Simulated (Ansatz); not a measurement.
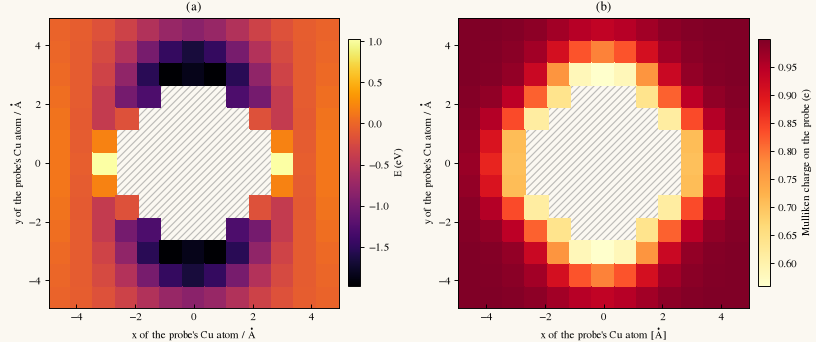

B₂H₈N₂ (SMILES [BH2-]1[NH2+][BH2-][NH2+]1) with the probe Cu+. 
- The probe is moved over the molecule's main plane.
- First axis: x of the probe's Cu atom. Second axis: y of the probe's Cu atom.
- Nothing is relaxed (molecule and probe rigid).
- The grid has 13 × 13 points; 36 points were computed and 96 follow by symmetry. At 37 points there is no value (left out of the scan, as a rule where atoms come close).
- All energies are given in eV relative to molecule and probe far apart, each relaxed in its own basis (no counterpoise correction).
- The calculation used RKS BHLYP-D4/def2-SVP in Ansatz.

Panel (a) is the energy; panel (b) is the computed Mulliken charge on the probe, in e.

The picture shows one coloured cell a grid point, hatched blanks where no value was computed.

How does the Mulliken charge on the probe vary over the map, and what is it at the lowest grid point?

Leaving out the highest fifth of the energies, it runs from 0.56 e at x of the probe's Cu atom = 0.00 Å, y of the probe's Cu atom = −3.04 Å [nearest 2 H at 1.64 Å] to 1.00 e at x of the probe's Cu atom = −4.56 Å, y of the probe's Cu atom = −4.56 Å. At the lowest grid point, x of the probe's Cu atom = −0.76 Å, y of the probe's Cu atom = −3.04 Å [nearest 2 H at 1.81 Å], it is 0.58 e.
